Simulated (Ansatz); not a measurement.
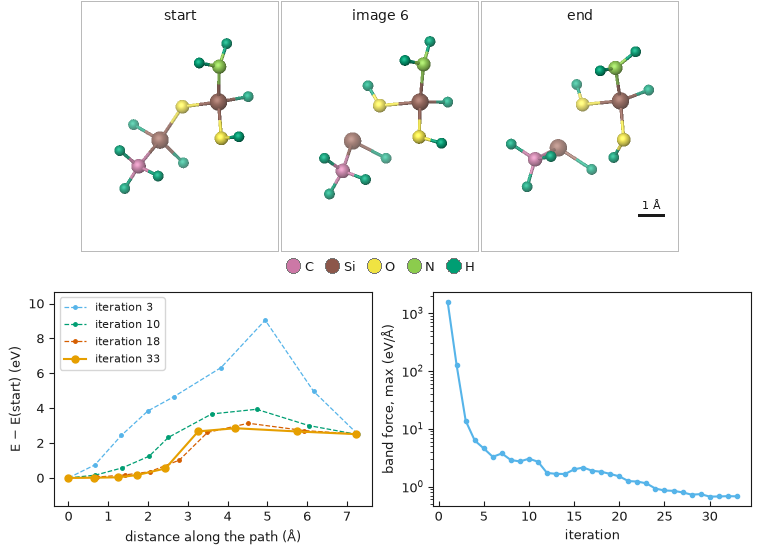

NEB run on CH9NO2Si2. Images are numbered from 0 (start) to 8 (end). The plot follows the band through its iterations. A ball-and-stick model, seen from a free direction.

Level of theory: RKS PBE/6-31G* (Ansatz). Set-up: 7 movable images; climbing image from the first iteration; force threshold 0.05 eV/Å; iteration limit 33; optimiser FIRE; starting path through a guess of the saddle point.

Did the band converge, and can the barrier be trusted?

The result isn't final. The band hadn't converged when the run stopped after 33 iterations. The largest component of the band force went from 1600 to 0.68 eV/Å. The barrier read from it is provisional, though the highest image hardly moved in the last two iterations. The first iteration put the highest image at 214.70 eV. The highest point, image 6, lies 2.85 eV above the start and 0.34 eV above the end; the end is at +2.51 eV relative to the start.
